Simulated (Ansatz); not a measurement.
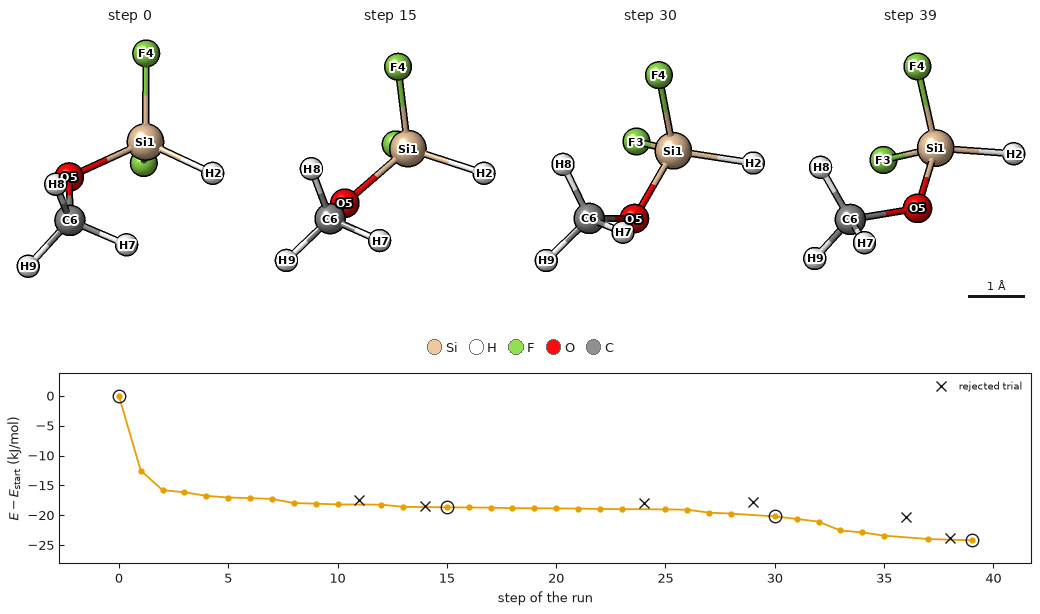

Frames of a relaxation of CH$_{4}$F$_{2}$OSi, marked on the history of the run. Style: ball-and-stick. Shown from a free direction.

The run prepares the start of a later molecular dynamics calculation, from a guessed geometry.

Computed with Ansatz, RHF/6-31G*. Settings: no spin polarisation; force threshold 0.02 eV/Å; at most 40 steps.

**What happens along the run?**

The relaxation stopped without meeting its thresholds, so the last structure isn't shown to be converged. It used up its limit of 40 steps. The largest move after the best rigid fit is that of O5, 1.42 Å. By element the largest moves are O 1.42 Å, H 1.10 Å, F 0.81 Å, Si 0.23 Å, C 0.02 Å. Among the contacts that change: Si1–O5 1.679 → 1.605 Å, C6–H7 1.110 → 1.081 Å, Si1–H2 1.460 → 1.451 Å, O5–C6 1.420 → 1.411 Å. Among the angles between lasting bonds that change: F3–Si1–F4 109.5° → 105.2°, Si1–O5–C6 125.0° → 128.9°. Groups turn about Si1–O5 by about 165°, O5–C6 by about 130°. After 33 accepted moves (39 points after the start) the energy has fallen by 24.2 kJ/mol. Largest force component: 1.6 eV/Å at the start, 0.052 eV/Å at the end. The line search rejected the trial steps at points 11, 14, 24, 29, 36, 38 of the run. The forces were under the threshold at step 13, but the run went on from there. From step 0 to 15: O5 moves most (0.57 Å), energy −18.7 kJ/mol. From step 15 to 30: O5 moves most (0.60 Å), energy −1.53 kJ/mol. From step 30 to 39: O5 moves most (0.56 Å), energy −4.01 kJ/mol.

Limits of the set-up: Hartree-Fock leaves out electron correlation.
